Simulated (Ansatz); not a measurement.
**UB2PLYP/3-21G run of AlO (oxoaluminum)**

What is the electronic atomisation energy of AlO (oxoaluminum) at UB2PLYP/3-21G? 

Program for the calculation: Ansatz 0.2.0.

74 further runs of the same task are left out: 3 that didn't finish, 71 set aside as unsound or not needed.

## Step 1: The structure to begin with

AlO: 2 atoms, total charge 0, spin state doublet. As SMILES, `[O]=[Al]`. Geometry: a GFN2-xTB relaxation, a rough one for these elements and not checked as a minimum.

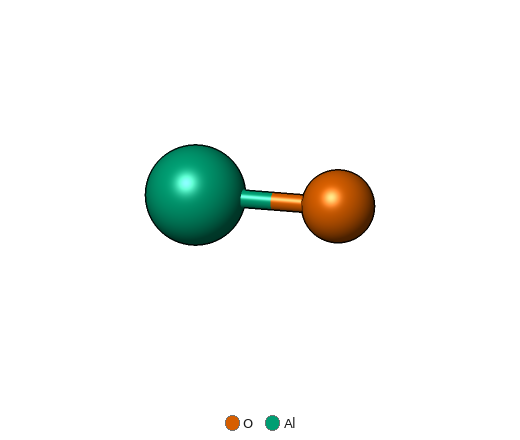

The structure, seen from a chosen angle (oxygen orange, aluminium teal).

## Step 2: The energy at UB2PLYP/3-21G

run.yaml reads:

```yaml
crystal:
  periodic: [false, false, false]
  atoms:
    - {symbol: O, position_ang: [0.000000, 0.000000, 0.000000]}
    - {symbol: Al, position_ang: [0.000000, 0.000000, 1.570050]}
basis:
  gaussian:
    orbitals: 3-21G.json
magnetization:
  spin_polarized: true
  initial_magnetization: 1
hamiltonian:
  xc: {name: B2PLYP}
correlation:
  frozen_orbitals: {Al: 5, O: 1}
accuracy: high
```

The basis set 3-21G is read from a file made from the Basis Set Exchange's data (not shown).

Launch:

```
ansatz run run.yaml --threads 1 --pin off --max-ram 2610MiB --events-out events.jsonl --progress --plain --runs-dir runs
```

What it wrote:

```text
Warning: RAYON_NUM_THREADS=1 ignored (pool sized by the plan → 1); use --threads N
Functional definition: B2PLYP
  name "B2PLYP"
  parameter a = 0.53
  parameter c = 0.27
  exchange = (1 - a)*b88_x + a*exact_x
  correlation = (1 - c)*lyp_c + c*(mp2_os + mp2_ss)
411 factors; integrals over basis functions are off by at most 4.9e-9 eV
mean field evaluation 1: about -8578.9659 eV, gradient 4.3e1 eV
mean field evaluation 2: about -8578.9947 eV, gradient 4.3e1 eV
mean field evaluation 4: about -8586.9242 eV, gradient 8.9e0 eV
mean field evaluation 8: about -8587.5654 eV, gradient 6.2e-1 eV
mean field evaluation 16: about -8587.5900 eV, gradient 3.7e-3 eV
mean field evaluation 32: about -8587.4719 eV, gradient 7.1e-1 eV
mean field evaluation 64: about -8528.8220 eV, gradient 5.3e1 eV
mean field -8587.58999965 eV, -315.5881116097 hartree, gradient 2.2e-8 eV, S^2 0.766143; 6 other end points of the search recorded, 0 dependent functions left out
6 core orbitals not correlated: weight in the atoms' cores, before any rotation towards them, 1.000 or more for the frozen orbitals, at most 0.000 for the correlated occupied ones
reference -8587.59001603 eV, -315.5881122117 hartree; 5, 4 occupied and 11, 12 virtual orbitals, 411 factors
second order -6.36529194 eV of doubles, -0.00000000 eV of singles
Total energy: -8589.30864486 eV, -315.6512706560 hartree
```

Run time: 1.2 s. Hardware: 1 thread of AMD EPYC 9R45 (Zen 5), shared host; peak memory 0.13 GiB.

## Step 3: The Al atom, same level

run.yaml reads:

```yaml
crystal:
  periodic: [false, false, false]
  atoms:
    - {symbol: Al, position_ang: [0.000000, 0.000000, 0.000000]}
basis:
  gaussian:
    orbitals: 3-21G.json
magnetization:
  spin_polarized: true
  initial_magnetization: 1
hamiltonian:
  xc: {name: B2PLYP}
correlation:
  frozen_orbitals: {Al: 5}
accuracy: high
```

The basis set 3-21G is read from a file made from the Basis Set Exchange's data (not shown).

Launch:

```
ansatz run run.yaml --threads 1 --pin off --max-ram 2610MiB --events-out events.jsonl --progress --plain --runs-dir runs
```

What it wrote (excerpt; [...] marks lines left out):

```text
Warning: RAYON_NUM_THREADS=1 ignored (pool sized by the plan → 1); use --threads N
[... 2 set-up lines as earlier in the session ...]
[...]
79 factors; integrals over basis functions are off by at most 3.2e-9 eV
[...]
mean field -6555.24437551 eV, -240.9007874959 hartree, gradient 3.6e-9 eV, S^2 0.750012; 0 other end points of the search recorded, 0 dependent functions left out
5 core orbitals not correlated: weight in the atoms' cores, before any rotation towards them, 1.000 or more for the frozen orbitals, at most 0.000 for the correlated occupied ones
reference -6555.24438911 eV, -240.9007879956 hartree; 2, 1 occupied and 6, 7 virtual orbitals, 79 factors
second order -0.61928838 eV of doubles, -0.00000000 eV of singles
Total energy: -6555.41159697 eV, -240.9069327712 hartree
```

Wall time 0.24 s (1 thread of AMD EPYC 9R45 (Zen 5), shared host).

## Step 4: The O atom at the same level

run.yaml reads:

```yaml
crystal:
  periodic: [false, false, false]
  atoms:
    - {symbol: O, position_ang: [0.000000, 0.000000, 0.000000]}
basis:
  gaussian:
    orbitals: 3-21G.json
magnetization:
  spin_polarized: true
  initial_magnetization: 2
hamiltonian:
  xc: {name: B2PLYP}
correlation:
  frozen_orbitals: {O: 1}
accuracy: high
```

The basis set 3-21G is read from a file made from the Basis Set Exchange's data (not shown).

Run the same way, it converges to -74.59295 Eh (log not shown).

## Step 5: Outcome

Level: UB2PLYP/3-21G, 6 core orbitals frozen.

| quantity | value |
| --- | --- |
| molecule: total energy | -315.65127 Eh |
| molecule: ⟨S²⟩ | 0.766 |
| Al atom: total energy | -240.90693 Eh |
| Al atom: ⟨S²⟩ | 0.750 |
| O atom: total energy | -74.59295 Eh |
| O atom: ⟨S²⟩ | 2.001 |
| electronic atomisation energy | 4.119 eV |

**Reading.** Taking the molecule apart into free atoms costs 4.12 eV (95 kcal/mol), before zero-point energy and without spin-orbit coupling. The basis has no polarisation functions, which makes bonds too weak.
